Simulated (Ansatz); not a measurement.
**GeF+ (singlet): from Hartree-Fock to the top rungs at distance Ge1–F2 = 1.334 Å, cc-pVDZ**

Aim: climb from Hartree-Fock through coupled cluster and multireference methods for GeF+ (singlet) at one geometry and basis, and see what each rung misses.

Method: cc-pVDZ, core rule «outside noble gas», up to 15 orbitals frozen; program: Ansatz 0.2.0, Gaussian basis.

To be run: UHF; CCSD(T) on RHF; BCCD(T) on RHF; CISD; CCSDT(Q) on RHF; CCSDTQ on RHF; CASSCF and MRCISD+Q, 2 electrons in 2 orbitals; CASSCF and NEVPT2, 2 electrons in 2 orbitals.

41 further runs of the same task are left out: 18 for a known fault of the program, 20 that didn't finish, 3 set aside as unsound or not needed.

## (1) The system

The geometry derives from a PBE0/def2-TZVP stationary point (not a proven minimum). One bond is set to the value named and the two fragments are kept rigid. No spin-orbit coupling is included. The filled d shell of Ge may be among the frozen orbitals whatever the setting's name suggests; the logs give the count.

2 atoms, charge 1, spin multiplicity 1.

Atoms are counted from 1 here; the program's logs count them from 0.

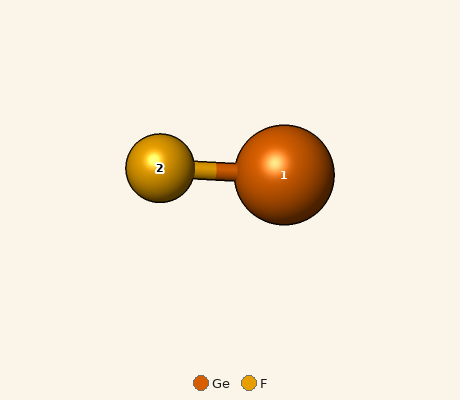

The geometry (germanium orange, fluorine amber); atoms are numbered from 1 in the order of the file.

Geometry (Å):

```xyz
2
charge 1, multiplicity 1
Ge    0.0000    0.0000    0.0000
F     0.0000    0.0000    1.3340
```

In the tables R marks a restricted determinant and U an unrestricted one; 'pair' is the active space of 2 electrons in 2 orbitals; energies count from the table's Hartree-Fock row.

## (2) UHF

The input, in.yaml:

```yaml
crystal:
  periodic: [false, false, false]
  atoms:
    - {symbol: Ge, position_ang: [0.000000, 0.000000, 0.000000]}
    - {symbol: F, position_ang: [0.000000, 0.000000, 1.334000]}
basis:
  gaussian: {orbitals: cc-pVDZ}
total_charge: 1
magnetization: {spin_polarized: true, initial_magnetization: 0}
hamiltonian: {xc: hf}
output: {orbitals: {seedname: orbitals}}
```

Command:

```
> ansatz run in.yaml --threads 1 --pin off --events-out ev --progress --plain --max-ram 2393MiB
```

Output:

```text
Functional definition: HF
  name "HF"
  cite "Fock, Z. Phys. 61, 126 (1930) doi:10.1007/BF01340294"
  parent pbe
  exchange = exact_x
  correlation = 0
463 factors; integrals over basis functions are off by at most 5.3e-4 eV
mean field evaluation 1: about -59159.9671 eV, gradient 4.6e1 eV
mean field evaluation 2: about -59159.9765 eV, gradient 4.6e1 eV
mean field evaluation 4: about -59166.7825 eV, gradient 1.2e0 eV
mean field evaluation 8: about -59166.7943 eV, gradient 4.6e-4 eV
mean field -59166.79431054 eV, -2174.3395862187 hartree, gradient 8.1e-6 eV, S^2 0.000000; 0 other end points of the search recorded, 0 dependent functions left out
reference -59166.79431054 eV, -2174.3395862187 hartree; 20, 20 occupied and 21, 21 virtual orbitals, 463 factors
Total energy: -59166.79431054 eV, -2174.3395862187 hartree
```

Wall time 0.66 s (1 thread of Intel Xeon Platinum 8259CL at 2.50GHz, shared host).

From the report: ⟨S²⟩ of the determinant 0.000 (pure singlet: 0.00).

The unrestricted search falls back on the restricted solution.

## (3) CCSD(T) on RHF

The input, in.yaml:

```yaml
crystal:
  periodic: [false, false, false]
  atoms:
    - {symbol: Ge, position_ang: [0.000000, 0.000000, 0.000000]}
    - {symbol: F, position_ang: [0.000000, 0.000000, 1.334000]}
basis:
  gaussian: {orbitals: cc-pVDZ}
total_charge: 1
magnetization: {spin_polarized: false}
correlation: {method: ccsd_t, electrons: outside_noble_gas}
output: {forces: true}
```

Launched as before.

Output, shortened:

```text
Functional definition: HF
  name "HF"
  cite "Fock, Z. Phys. 61, 126 (1930) doi:10.1007/BF01340294"
  parent pbe
[...]
463 factors; integrals over basis functions are off by at most 5.3e-4 eV
[...]
mean field -59166.79431054 eV, -2174.3395862187 hartree, gradient 1.7e-6 eV, S^2 0.000000; 0 other end points of the search recorded, 0 dependent functions left out
15 core orbitals not correlated: weight in the atoms' cores, before any rotation towards them, 0.552 or more for the frozen orbitals, at most 0.438 for the correlated occupied ones
reference -59166.79431054 eV, -2174.3395862187 hartree; 5, 5 occupied and 21, 21 virtual orbitals, 463 factors
second order -6.37686094 eV of doubles, -0.00000000 eV of singles
cycle   1  -6.44760257 eV  change   -7.1e-2 eV  update   7.3e-2
[...]
cycle   8  -6.68923715 eV  change    6.3e-6 eV  update   1.2e-5
perturbative correction -0.12034848 eV, -0.0044227250 hartree
[...]
Total energy: -59173.60389616 eV, -2174.5898338747 hartree
Atom 0 at     0.000000     0.000000     0.000000 Å, force    -0.000000     0.000000   -39.031312 eV/Å
Atom 1 at     0.000000     0.000000     1.334000 Å, force    -0.000000     0.000000    39.031312 eV/Å
Dipole moment:     0.000000    -0.000000    -0.244373 e Å
```

Run time: 1.3 s. Hardware: 1 thread of Intel Xeon Platinum 8259CL at 2.50GHz, shared host.

From the report: correlation -6.8096 eV; T1 0.014; largest double amplitude 0.10.

## (4) BCCD(T) on RHF

in.yaml, as its differences from that of step 3:

```diff
@@ -9,3 +9,2 @@
 magnetization: {spin_polarized: false}
-correlation: {method: ccsd_t, electrons: outside_noble_gas}
-output: {forces: true}
+correlation: {method: bccd_t, electrons: outside_noble_gas}
```

Same command.

Output, shortened:

```text
Functional definition: HF
  name "HF"
  cite "Fock, Z. Phys. 61, 126 (1930) doi:10.1007/BF01340294"
  parent pbe
[...]
463 factors; integrals over basis functions are off by at most 5.3e-4 eV
[...]
mean field -59166.79431054 eV, -2174.3395862187 hartree, gradient 1.7e-6 eV, S^2 0.000000; 0 other end points of the search recorded, 0 dependent functions left out
15 core orbitals not correlated: weight in the atoms' cores, before any rotation towards them, 0.552 or more for the frozen orbitals, at most 0.438 for the correlated occupied ones
reference -59166.79431054 eV, -2174.3395862187 hartree; 5, 5 occupied and 21, 21 virtual orbitals, 463 factors
second order -6.37686094 eV of doubles, -0.00000000 eV of singles
cycle   1  -6.43876154 eV  change   -6.2e-2 eV  update   7.3e-2
[...]
cycle   9  -6.67159171 eV  change   -6.1e-6 eV  update   3.4e-6
perturbative correction -0.14201431 eV, -0.0052189296 hartree
Total energy: -59173.60791655 eV, -2174.5899816213 hartree
```

It took 0.81 s on 1 thread of Intel Xeon Platinum 8259CL at 2.50GHz, shared host.

From the report: correlation -6.8136 eV; largest double amplitude 0.10.

## (5) CISD

in.yaml, as its differences from that of step 4:

```diff
@@ -8,3 +8,2 @@
 total_charge: 1
-magnetization: {spin_polarized: false}
-correlation: {method: bccd_t, electrons: outside_noble_gas}
+correlation: {active_space: {ras: {orbitals: [5, 0, 21], electrons: 10, max_holes: 2, max_particles: 2}, fixed_orbitals: true}}
```

Launched as before.

Output:

```text
Functional definition: HF
  name "HF"
  cite "Fock, Z. Phys. 61, 126 (1930) doi:10.1007/BF01340294"
  parent pbe
  exchange = exact_x
  correlation = 0
463 factors; integrals over basis functions are off by at most 5.3e-4 eV
mean field evaluation 1: about -59159.8962 eV, gradient 6.6e1 eV
mean field evaluation 2: about -59160.0662 eV, gradient 6.5e1 eV
mean field evaluation 4: about -59166.7491 eV, gradient 1.6e0 eV
mean field evaluation 8: about -59166.7938 eV, gradient 2.9e-1 eV
mean field evaluation 16: about -59166.7943 eV, gradient 1.7e-6 eV
mean field -59166.79431054 eV, -2174.3395862187 hartree, gradient 1.7e-6 eV, S^2 0.000000; 0 other end points of the search recorded, 0 dependent functions left out
reference -59166.79431054 eV, -2174.3395862187 hartree; 20, 20 occupied and 21, 21 virtual orbitals, 463 factors
state -59172.45381976 eV, -2174.5475693465 hartree
Total energy: -59172.45381976 eV, -2174.5475693465 hartree
```

Run time: 1.1 s. Hardware: 1 thread of Intel Xeon Platinum 8259CL at 2.50GHz, shared host.

From the report: 4,140 determinants.

## (6) CCSDT(Q) on RHF

in.yaml, as its differences from that of step 5:

```diff
@@ -8,2 +8,3 @@
 total_charge: 1
-correlation: {active_space: {ras: {orbitals: [5, 0, 21], electrons: 10, max_holes: 2, max_particles: 2}, fixed_orbitals: true}}
+magnetization: {spin_polarized: false}
+correlation: {method: ccsdt_q, electrons: outside_noble_gas}
```

Launched as before.

Output, shortened:

```text
Functional definition: HF
  name "HF"
  cite "Fock, Z. Phys. 61, 126 (1930) doi:10.1007/BF01340294"
  parent pbe
[...]
762 factors; integrals over basis functions are off by at most 7.8e-8 eV
[...]
mean field -59166.79445038 eV, -2174.3395913576 hartree, gradient 2.7e-6 eV, S^2 0.000000; 0 other end points of the search recorded, 0 dependent functions left out
15 core orbitals not correlated: weight in the atoms' cores, before any rotation towards them, 0.552 or more for the frozen orbitals, at most 0.438 for the correlated occupied ones
reference -59166.79445038 eV, -2174.3395913576 hartree; 5, 5 occupied and 21, 21 virtual orbitals, 762 factors
second order -6.37687535 eV of doubles, -0.00000000 eV of singles
cycle   1  -6.44761152 eV  change   -7.1e-2 eV  update   7.9e-2
[...]
cycle  12  -6.81641432 eV  change   -9.4e-7 eV  update   7.3e-7
perturbative correction -0.01224738 eV, -0.0004500828 hartree
Total energy: -59173.62311208 eV, -2174.5905400465 hartree
```

Wall time 2.5 s (1 thread of Intel Xeon Platinum 8259CL at 2.50GHz, shared host).

From the report: correlation -6.8287 eV; T1 0.013; largest double amplitude 0.10.

## (7) CCSDTQ on RHF

in.yaml, as its differences from that of step 6:

```diff
@@ -9,2 +9,2 @@
 magnetization: {spin_polarized: false}
-correlation: {method: ccsdt_q, electrons: outside_noble_gas}
+correlation: {method: ccsdtq, electrons: outside_noble_gas}
```

The command is unchanged.

Output, shortened:

```text
Functional definition: HF
  name "HF"
  cite "Fock, Z. Phys. 61, 126 (1930) doi:10.1007/BF01340294"
  parent pbe
[...]
762 factors; integrals over basis functions are off by at most 7.8e-8 eV
[...]
mean field -59166.79445038 eV, -2174.3395913576 hartree, gradient 2.7e-6 eV, S^2 0.000000; 0 other end points of the search recorded, 0 dependent functions left out
15 core orbitals not correlated: weight in the atoms' cores, before any rotation towards them, 0.552 or more for the frozen orbitals, at most 0.438 for the correlated occupied ones
reference -59166.79445038 eV, -2174.3395913576 hartree; 5, 5 occupied and 21, 21 virtual orbitals, 762 factors
second order -6.37687535 eV of doubles, -0.00000000 eV of singles
cycle   1  -6.44761152 eV  change   -7.1e-2 eV  update   7.9e-2
[...]
cycle  14  -6.82778289 eV  change   -2.4e-9 eV  update   7.6e-7
Total energy: -59173.62223327 eV, -2174.5905077508 hartree
```

Wall time 49 s (1 thread of Intel Xeon Platinum 8259CL at 2.50GHz, shared host); peak memory 0.43 GiB.

From the report: correlation -6.8278 eV; T1 0.013; largest double amplitude 0.10.

## (8) CASSCF and MRCISD+Q, 2 electrons in 2 orbitals

in.yaml, as its differences from that of step 7:

```diff
@@ -8,3 +8,2 @@
 total_charge: 1
-magnetization: {spin_polarized: false}
-correlation: {method: ccsdtq, electrons: outside_noble_gas}
+correlation: {method: fic_mrcisd_q, electrons: outside_noble_gas, active_space: {window: {electrons: 2, orbitals: 2}}}
```

Same command.

Output, shortened:

```text
Functional definition: HF
  name "HF"
  cite "Fock, Z. Phys. 61, 126 (1930) doi:10.1007/BF01340294"
  parent pbe
[...]
463 factors; integrals over basis functions are off by at most 5.3e-4 eV
[...]
mean field -59166.79431054 eV, -2174.3395862187 hartree, gradient 1.7e-6 eV, S^2 0.000000; 0 other end points of the search recorded, 0 dependent functions left out
reference -59166.79431054 eV, -2174.3395862187 hartree; 20, 20 occupied and 21, 21 virtual orbitals, 463 factors
state -59167.20958435 eV, -2174.3548472496 hartree
contracted CI cycle   1: correlation 0.00000000 eV, 0.0000000000 hartree, residual 3.01e1 eV
contracted CI cycle   2: correlation -5.76977298 eV, -0.2120352460 hartree, residual 3.76e0 eV
contracted CI cycle   3: correlation -5.95318527 eV, -0.2187755235 hartree, residual 1.40e0 eV
contracted CI cycle   4: correlation -5.97769931 eV, -0.2196763978 hartree, residual 4.26e-1 eV
contracted CI cycle   5: correlation -5.98018836 eV, -0.2197678687 hartree, residual 1.39e-1 eV
contracted CI cycle   6: correlation -5.98043267 eV, -0.2197768468 hartree, residual 4.17e-2 eV
contracted CI cycle   7: correlation -5.98045708 eV, -0.2197777439 hartree, residual 1.37e-2 eV
contracted CI cycle   8: correlation -5.98045947 eV, -0.2197778318 hartree, residual 3.56e-3 eV
contracted CI cycle   9: correlation -5.98045963 eV, -0.2197778378 hartree, residual 1.06e-3 eV
state -59167.20958435 eV, -2174.3548472496 hartree; corrected -59173.54508362 eV, -2174.5876725534 hartree
Total energy: -59173.54508362 eV, -2174.5876725534 hartree
```

It took 2.1 s on 1 thread of Intel Xeon Platinum 8259CL at 2.50GHz, shared host.

From the report: 2 determinants; active occupations 1.95, 0.05.

## (9) CASSCF and NEVPT2, 2 electrons in 2 orbitals

in.yaml, as its differences from that of step 8:

```diff
@@ -8,2 +8,2 @@
 total_charge: 1
-correlation: {method: fic_mrcisd_q, electrons: outside_noble_gas, active_space: {window: {electrons: 2, orbitals: 2}}}
+correlation: {method: sc_nevpt2, electrons: outside_noble_gas, active_space: {window: {electrons: 2, orbitals: 2}}}
```

The command is unchanged.

Output:

```text
Functional definition: HF
  name "HF"
  cite "Fock, Z. Phys. 61, 126 (1930) doi:10.1007/BF01340294"
  parent pbe
  exchange = exact_x
  correlation = 0
463 factors; integrals over basis functions are off by at most 5.3e-4 eV
mean field evaluation 1: about -59159.8962 eV, gradient 6.6e1 eV
mean field evaluation 2: about -59160.0662 eV, gradient 6.5e1 eV
mean field evaluation 4: about -59166.7491 eV, gradient 1.6e0 eV
mean field evaluation 8: about -59166.7938 eV, gradient 2.9e-1 eV
mean field evaluation 16: about -59166.7943 eV, gradient 1.7e-6 eV
mean field -59166.79431054 eV, -2174.3395862187 hartree, gradient 1.7e-6 eV, S^2 0.000000; 0 other end points of the search recorded, 0 dependent functions left out
reference -59166.79431054 eV, -2174.3395862187 hartree; 20, 20 occupied and 21, 21 virtual orbitals, 463 factors
state -59167.20958435 eV, -2174.3548472496 hartree
state -59167.20958435 eV, -2174.3548472496 hartree; corrected -59173.15368654 eV, -2174.5732889761 hartree
Total energy: -59173.15368654 eV, -2174.5732889761 hartree
```

It took 1.8 s on 1 thread of Intel Xeon Platinum 8259CL at 2.50GHz, shared host.

From the report: 2 determinants; active occupations 1.95, 0.05.

## (10) Misses and costs

The yardstick is RCCSDTQ, where the cluster series has nearly closed. Rows without a time come out of other runs: HF, MP2 and CCSD of CCSD(T), CCSDT of CCSDT(Q), CASSCF and MRCISD of the multireference runs. The times of RCCSD(T) include forces.

Differences are taken before rounding.

```csv
method,energy from the lowest RHF (meV),from RCCSDTQ (meV),time
RHF,0.0,+6827.9,
RMP2,-6376.9,+451.1,
RCCSD,-6689.2,+138.7,
RCCSD(T),-6809.6,+18.3,1.3 s
BCCD(T),-6813.6,+14.3,0.81 s
RCCSDT,-6816.6,+11.4,
RCCSDT(Q),-6828.8,-0.9,2.5 s
RCCSDTQ,-6827.9,0,49 s
CASSCF pair,-415.3,+6412.6,
NEVPT2 pair,-6359.4,+468.5,1.8 s
MRCISD pair,-6395.7,+432.2,
MRCISD+Q pair,-6750.8,+77.1,2.1 s
```

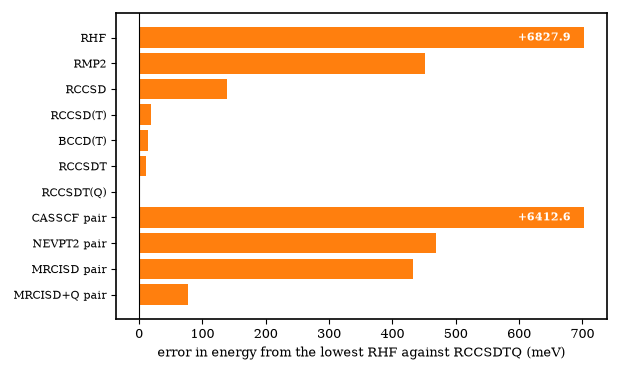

How far each level lands from RCCSDTQ. Bars with a number in them are cut short.

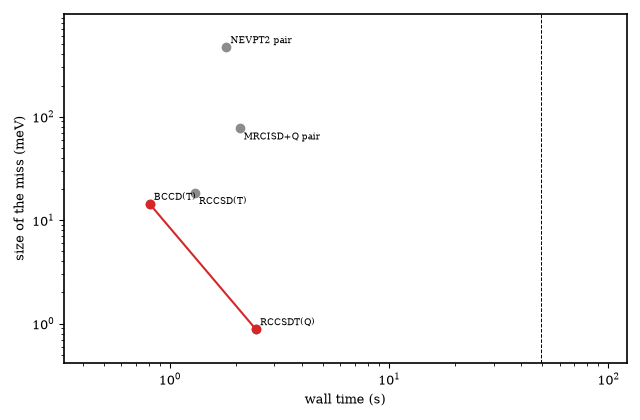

Accuracy for the time spent; red marks the levels that beat every quicker one drawn (of those quicker than the yardstick), and the dashed line is the time of RCCSDTQ. Times are from a shared host.

Not comparable, so not listed: CISD (they don't share determinant, frozen orbitals or solution with the rows shown, or repeat one).

## (11) Summary of results

| quantity | value |
| --- | --- |
| RCCSDTQ below the RHF energy | -6.8279 eV |
| RMP2 from RCCSDTQ | +451.1 meV |
| RCCSD from RCCSDTQ | +138.7 meV |
| RCCSD(T) from RCCSDTQ | +18.3 meV |
| RCCSDT(Q) from RCCSDTQ | -0.9 meV |
| NEVPT2 pair from RCCSDTQ | +468.5 meV |
| MRCISD+Q pair from RCCSDTQ | +77.1 meV |
| levels within 1 kcal/mol (43 meV) | RCCSD(T), BCCD(T), RCCSDT, RCCSDT(Q) |
| T1 diagnostic | 0.014 |

RCCSD(T) lands +18.3 meV from the yardstick (0.3 % of the correlation energy). Of the multireference levels listed MRCISD+Q pair comes nearest in total energy (+77.1 meV), which doesn't show that its space is the better one. These misses are within one basis, not against nature.

For cost: RCCSDT(Q) gets within 0.9 meV in 2.5 s, where RCCSDTQ took 49 s; the quickest level in the cost chart, BCCD(T), takes 0.81 s and misses by 14.3 meV.
